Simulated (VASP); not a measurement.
Band structure of Pd (fcc). Computed with rev-vdW-DF2, VASP's PBE PAW potentials (set 64) (plane waves; VASP).

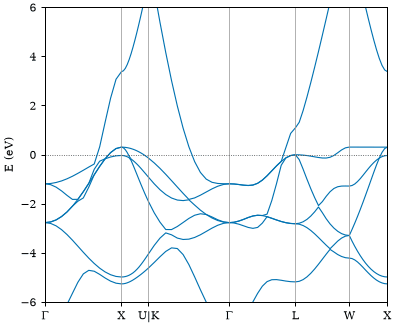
Fig. 1. Bands along high-symmetry lines, zero at the valence-band maximum or, without a gap, the Fermi level

Q: Read the plot: is there a gap, and where are the band edges?

A: It has no gap at this level: it comes out as a metal or semimetal. (Edges off the drawn lines would not show.)

The compound is Pd in the fcc structure. It was relaxed first.
